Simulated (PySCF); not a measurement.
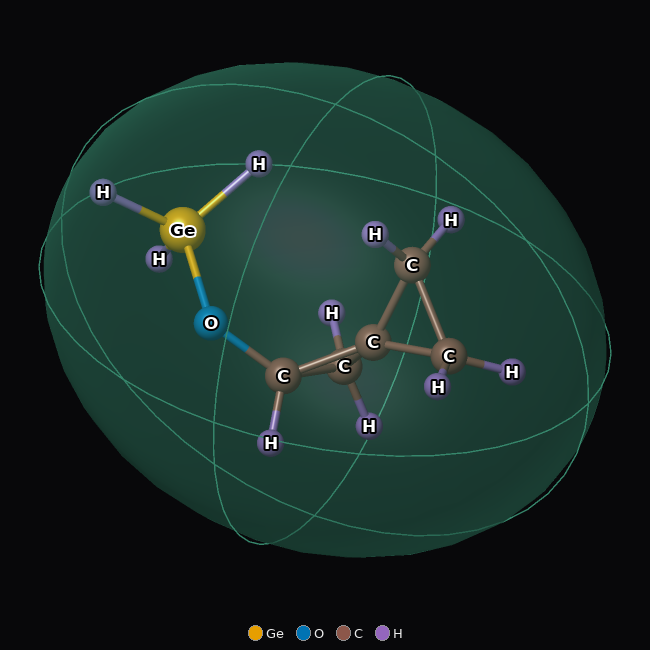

The ellipsoid shows the static dipole polarisability: its half-axes are proportional to the principal values. Computed geometry: PBE0-D3(BJ)/def2-SVP optimisation. No frequency run is at hand to confirm it as a minimum. Level of theory: CAM-B3LYP/def2-SVPD (PySCF 2.14.0).

How large and how anisotropic is the polarisability?

Answer. Principal values 78.2, 85.9, 102.6 bohr³; mean 88.9 bohr³ (13.17 Å³); anisotropy 21.6 bohr³, so the longest axis is 1.31 times the shortest.
